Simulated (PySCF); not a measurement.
Al(OH)(SH)2, SMILES [OH][Al]([SH])[SH] (H3AlOS2) at its CAM-B3LYP/def2-SVP optimised geometry (Å):

```
7

Al    -0.2683     0.4522     0.0000
O     -1.0372     1.9545     0.0000
H     -1.9657     2.1921    -0.0036
S      1.9035     0.4522     0.0000
H      1.9657     1.8011    -0.0041
S     -1.3934    -1.4114     0.0001
H     -0.2921    -2.1921     0.0022
```

Level of theory: CAM-B3LYP/def2-TZVP (PySCF). Cells within 0.4 Å of a nucleus heavier than hydrogen are left out (blank, or x).

Map of the electrostatic potential (hartree/e), clipped to [-0.08, 0.12] on the plane z = 0.0 Å:

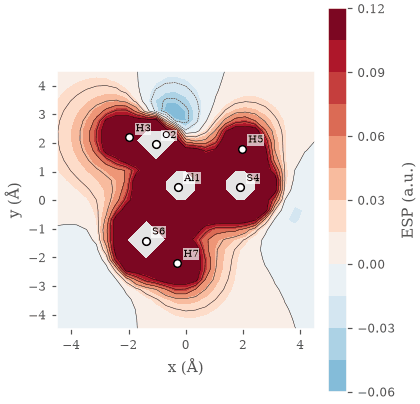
Fig. 1. Electrostatic potential (hartree/e), clipped to [-0.08, 0.12] on the plane z = 0.0 Å.
